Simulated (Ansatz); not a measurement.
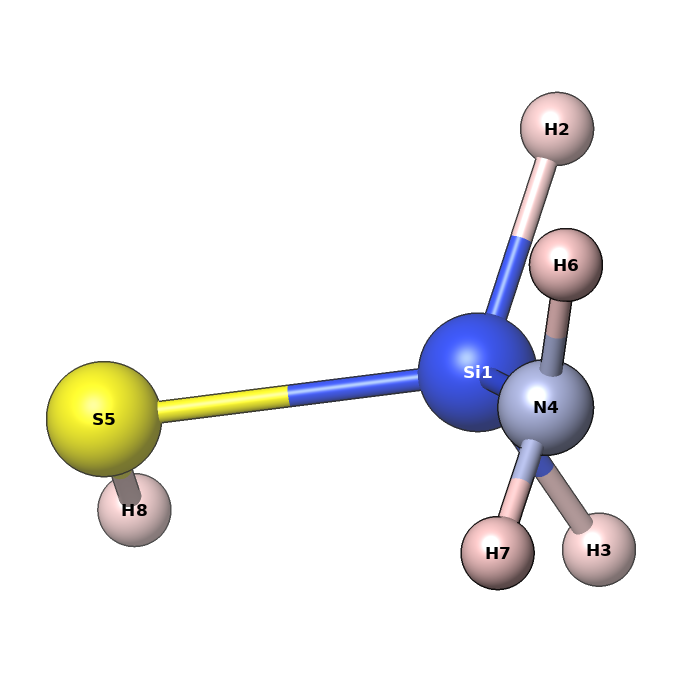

Si1 lies behind N4. The molecule seen a little off the N4–Si1 bond, N4 in front. Atoms fade into the background with distance from the viewer. The computed structure is the end point of a PBE0-D4/def2-TZVP optimisation.

### What is the torsion angle H6–N4–Si1–S5? The sign is positive where the front bond must turn clockwise to cover the back bond.

−99°, about perpendicular.
